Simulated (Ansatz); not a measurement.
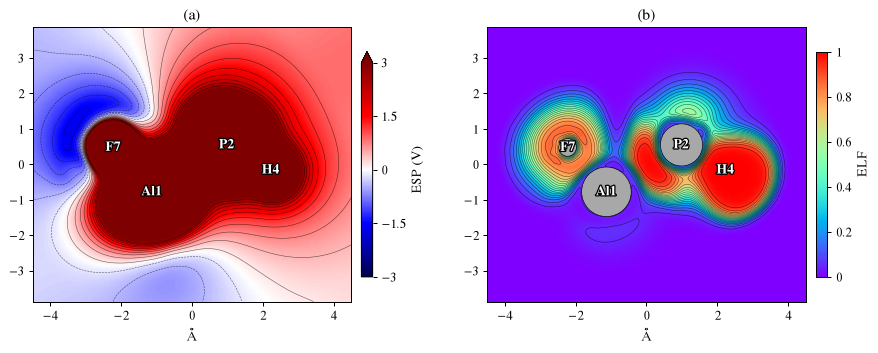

AlF₃H₃P. (a) electrostatic potential; (b) electron localisation function on the plane of atoms P2, Al1 and F7. Grey discs cover the atomic cores in the ELF map.

Geometry: r2SCAN-D4/def2-SVP.

Theory: RKS PBE0-D4/def2-TZVP in Ansatz 0.2.0.

Input file:

```
crystal:
  periodic: [false, false, false]
  atoms:
    - {symbol: Al, position_ang: [-0.004511, 0.010147, -1.400949]}
    - {symbol: P, position_ang: [0.002910, -0.006148, 1.096930]}
    - {symbol: H, position_ang: [0.690655, 1.032860, 1.769328]}
    - {symbol: H, position_ang: [0.568014, -1.128087, 1.750055]}
    - {symbol: H, position_ang: [-1.242229, 0.058329, 1.767831]}
    - {symbol: F, position_ang: [1.638428, -0.033151, -1.664140]}
    - {symbol: F, position_ang: [-0.788328, 1.456241, -1.655078]}
    - {symbol: F, position_ang: [-0.864941, -1.390182, -1.663976]}
basis:
  gaussian: {orbitals: def2-TZVP, initial_orbitals: start.molden}
hamiltonian: {xc: pbe0, dispersion: d4}
scf: {omitted_lower_state_checks: [starts]}
output: {orbitals: {seedname: orbitals}}
```

Command:

```sh
ansatz run in.yaml --threads 4 --pin off --events-out ev --progress --plain --max-ram 3916MiB
```

### Describe what can be read from this map.

The section cuts through Al, P, H and F sites. Al–F (1.66 Å): the ELF peaks at about 0.85 in the valence shell of F, 0.6 Å from its nucleus, and is about 0.40 at the midpoint. Al–P (2.50 Å): the ELF peaks at about 1 between the atoms; localised, covalent bonding. P–H (1.42 Å): the ELF climbs to about 1 towards the hydrogen, as it does in any bond to H. The ELF also peaks beside F7, away from the bonds: lone-pair regions. Outside the dense part of the molecule the potential is most negative (−1.7 V) near F7.
